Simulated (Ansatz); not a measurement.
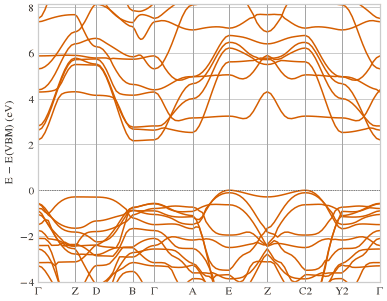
*Band structure from PBEsol in the plane-wave PAW code Ansatz*

Problem. Read off the gap and where the band edges lie.

Solution. About 2.2 eV (2.16 eV by a search for the band edges); maximum at E, minimum at B.

The material is Ta₂O₅ in space group Cmmm (No. 65; Ta on 4i, O on 4j, O on 4i, O on 2a).

The first step of the workflow began from a Materials Project structure, measured or hypothetical; the Crystallography Open Database copy checked does not list it. COD files the formula under space group No. 49, so this cell is another polymorph or a model. Whether it is the stable phase at ambient conditions was not checked. Symmetry was held in the PBEsol relaxation; of distortions, only those at the zone centre were tested, and some modes there are weakly imaginary. No spin polarisation was allowed. Scalar-relativistic: spin–orbit coupling is off unless named, which matters more the heavier the elements.

Potentials: the later of the program's two PAW sets.
